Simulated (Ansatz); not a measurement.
```yaml
atoms:
  - { symbol: C, position_ang: [0.4367, -1.9073, 0.3638] }
  - { symbol: B, position_ang: [0.4257, -0.3555, -0.0298] }
  - { symbol: C, position_ang: [1.4520, 0.1108, -1.1719] }
  - { symbol: O, position_ang: [0.4868, 0.5289, 1.1980] }
  - { symbol: N, position_ang: [-1.0931, 0.0842, -0.4536] }
  - { symbol: Si, position_ang: [-1.4137, 1.4241, 0.7702] }
  - { symbol: H, position_ang: [0.2324, -2.5587, -0.4937] }
  - { symbol: H, position_ang: [1.4151, -2.2009, 0.7560] }
  - { symbol: H, position_ang: [-0.2955, -2.1463, 1.1450] }
  - { symbol: H, position_ang: [1.3532, 1.1721, -1.4381] }
  - { symbol: H, position_ang: [1.3319, -0.4668, -2.0948] }
  - { symbol: H, position_ang: [2.4886, -0.0401, -0.8515] }
  - { symbol: H, position_ang: [1.2319, 1.1319, 1.1813] }
  - { symbol: H, position_ang: [-1.7693, -0.6682, -0.3593] }
  - { symbol: H, position_ang: [-1.1760, 0.4267, -1.4059] }
  - { symbol: H, position_ang: [-1.7618, 0.9657, 2.1306] }
  - { symbol: H, position_ang: [-0.6260, 2.6660, 0.5844] }
  - { symbol: H, position_ang: [-2.7563, 1.8448, 0.2213] }
```

Geometry: PBE0-D4/def2-TZVP.

Method: Ansatz, RKS PBE0-D4/def2-TZVPP.

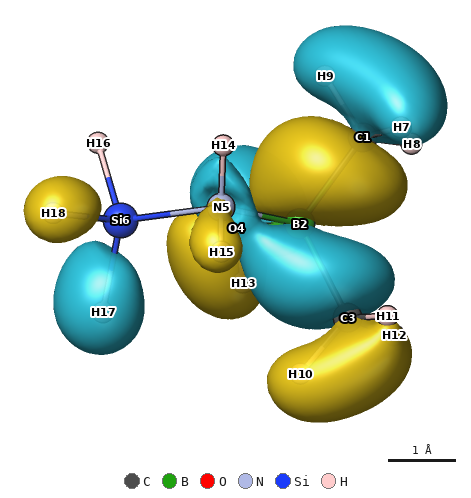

C$_{2}$H$_{12}$BNOSi (SMILES C[B-](C)(O)[NH2+][SiH3]). The HOMO at ±0.08 Å⁻³ᐟ² (yellow and cyan are the two phases), seen across its widest extent.

> Where does this orbital lie, and at what energy?

By Hirshfeld shares it lies mainly on C1 (about 25 %), O4 (about 25 %), B2 (about 15 %) and C3 (about 15 %). Its energy is −7.62 eV.
